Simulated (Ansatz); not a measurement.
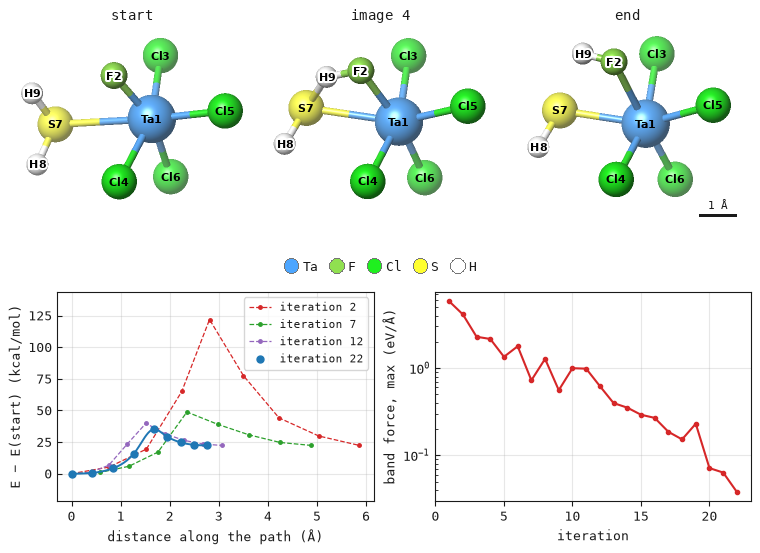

NEB run on TaH2SCl4F. Images are numbered from 0 (start) to 8 (end). The plot follows the band through its iterations. The picture is a ball-and-stick view, seen at a tilt.

Theory: RHF/def2-SVP in Ansatz 0.2.0. Settings: 7 movable images; climbing image; force threshold 0.05 eV/Å; iteration limit 60; starting path through a guess of the saddle point.

### How did the profile develop, and is the result final?

The result is final at these settings. The band converged in 22 iterations. The largest component of the band force went from 5.8 to 0.038 eV/Å. The climbing image converged on the top of the path. Its vibrational analysis gives one imaginary mode (1477i cm⁻¹), as a transition state must have. The first iteration put the highest image at 182.7 kcal/mol. The highest point, image 4, lies 35.1 kcal/mol above the start and 12.8 kcal/mol above the end; the end is at +22.4 kcal/mol relative to the start.

Limits of the set-up: Hartree-Fock leaves out electron correlation.

Cost: 6.5 min on 4 threads of Arm Neoverse V2, on a shared host, peak memory 0.52 GiB.
